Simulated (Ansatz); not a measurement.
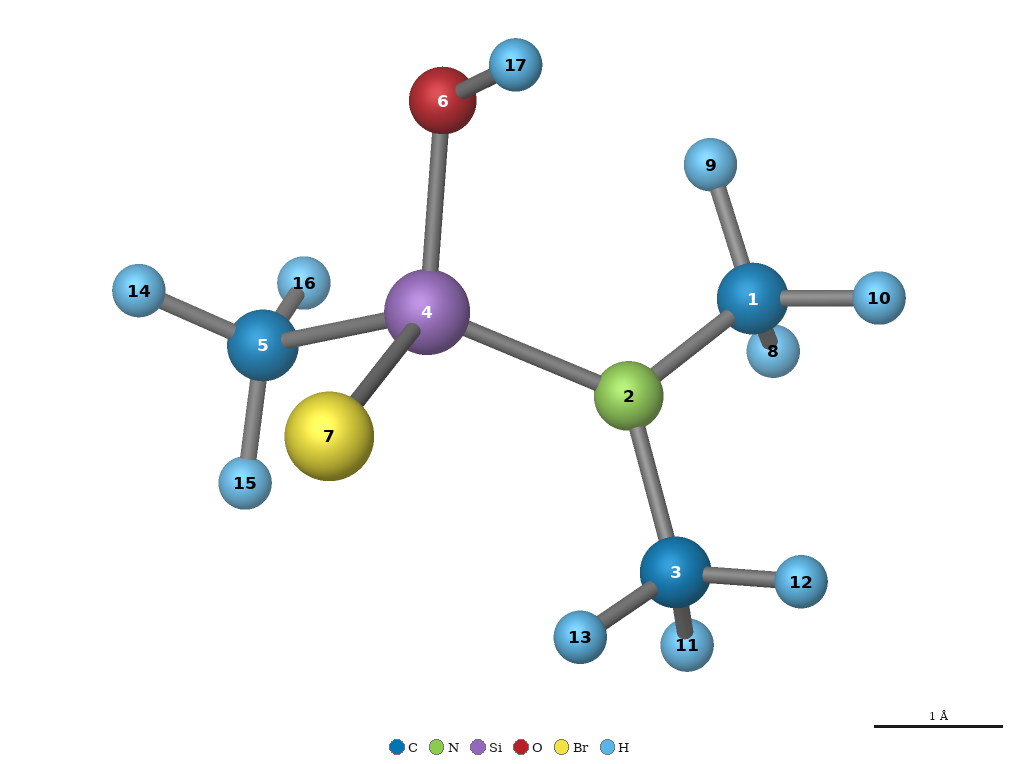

The geometry was computed by an optimisation with PBE-D4/def2-SVP. No frequency run is at hand to confirm it as a minimum.

Estimate the angles C1–N2–C3, C1–N2–Si4, N2–C1–H9, N2–C1–H10, N2–C3–H11, N2–Si4–C5, C3–N2–Si4, Si4–C5–H14, Si4–C5–H15, Si4–C5–H16, Si4–O6–H17, O6–Si4–Br7.

```tsv
angle	degrees
C1–N2–C3	114.2
C1–N2–Si4	120.0
N2–C1–H9	110.3
N2–C1–H10	111.0
N2–C3–H11	112.5
N2–Si4–C5	117.0
C3–N2–Si4	124.6
Si4–C5–H14	110.9
Si4–C5–H15	110.5
Si4–C5–H16	109.9
Si4–O6–H17	114.3
O6–Si4–Br7	111.0
```
